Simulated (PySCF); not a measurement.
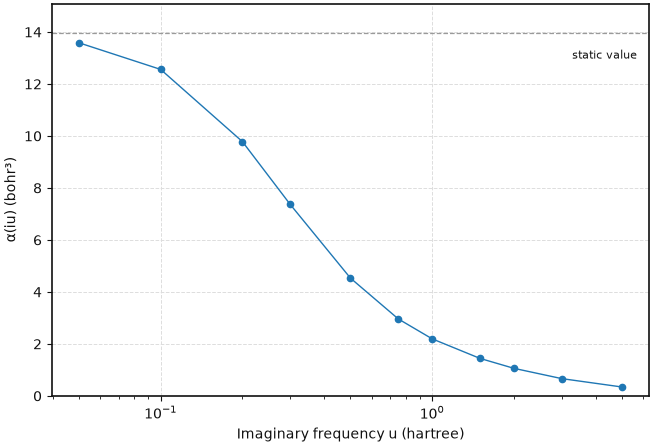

Dipole polarisability at imaginary frequency of an atom or ion with 26 electrons in the configuration [Ar] 3d⁷ 4s. Coupled response at the r2SCAN0 level; PySCF, aug-cc-pVDZ-DK, spin-free X2C-1e, unrestricted single determinants, no spin-orbit coupling.

Which species is it, and what does the curve give?

Answer. Ni²⁺ (nickel, Z = 28). The static dipole polarisability is 14.0 bohr³; α(iu) falls to half of it near u = 0.32 hartree. The Casimir–Polder integral gives C₆ = 51.2 hartree bohr⁶ for two such species.
